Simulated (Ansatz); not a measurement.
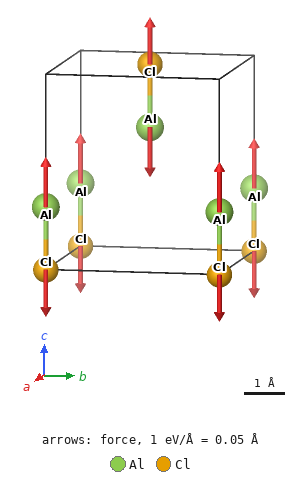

Starting geometry of solid AlCl (a generated structure, set up in Pmmn) (coarse preliminary run) with the computed forces as red arrows. A ball-and-stick model of the cell of the calculation, seen slightly off an axis.

These are results of Ansatz 0.2.0, DFT PBE, scalar-relativistic, plane waves, PAW, not measurements.

Input file:
```yaml
crystal:
  lattice:
    - [4.38269096, 0.0, 0.0]
    - [0.0, 4.50024957, 0.0]
    - [0.0, 0.0, 5.01069887]
  atoms:
    - { symbol: Al, position: [0.0, 0.0, 0.3197535] }
    - { symbol: Al, position: [0.5, 0.5, 0.6802465] }
    - { symbol: Cl, position: [0.0, 0.0, 0.99813193] }
    - { symbol: Cl, position: [0.5, 0.5, 0.00186807] }
basis:
  ecutwfc: 420
kpoints:
  mp_grid: { grid: [4, 4, 4] }
hamiltonian:
  xc: pbe
scf:
  occupations: { method: gaussian, width: 0.1 }
  lower_state_search: "off"
output:
  forces: true
  stress: true
  eigenvalues: true
relax:
  adjacent_minimum: "off"
  f_tol: 0.04
  max_steps: 70
  cell: { stress_tol: 0.4 }
```

Command:
```bash
ansatz run input.yaml --threads 1 --pin off --max-ram 2048MiB --backend cpu --events-out ev --progress --plain --runs-dir out
```

> Is this structure relaxed? If not, where do the atoms go?

It isn't relaxed: the largest force vector, on Al atoms, is 25.76 eV/Å. The final displacements have little in common with the starting forces (cosine between the two patterns −0.22). The largest moves relative to the cell, 1.62 Å, are those of Cl3 and Cl4. Cl3 goes along +c. Largest moves by element: Cl 1.62 Å, Al 0.95 Å. The drawn cell changes as follows: a 4.383 → 3.303 Å (−24.6 %), b 4.500 → 3.906 Å (−13.2 %), c 5.011 → 8.592 Å (+71.5 %); the volume changes by +12.2 %. Some distances before and after: Al1–Cl3 1.612 → 2.094 Å. The space group stays Pmmn (No. 59). Over 19 accepted moves (23 points after the start) the energy falls by 10.919 eV per cell of the calculation. Largest force component: 26 eV/Å at the start, 0.015 eV/Å at the end. Pressure: 44.69 GPa at the start and 0.12 GPa at the end. The line search rejected the trial steps at points 12, 21 of the run. The SCF was repeated twice at an unchanged geometry on a basis and grid sized afresh for the cell, which shifted the energy by 0.157 eV per cell of the calculation at most. Cost: 42 s on 1 thread of Intel(R) Xeon(R) 6975P-C (Granite Rapids), with other jobs on the host, peak memory 0.42 GiB.
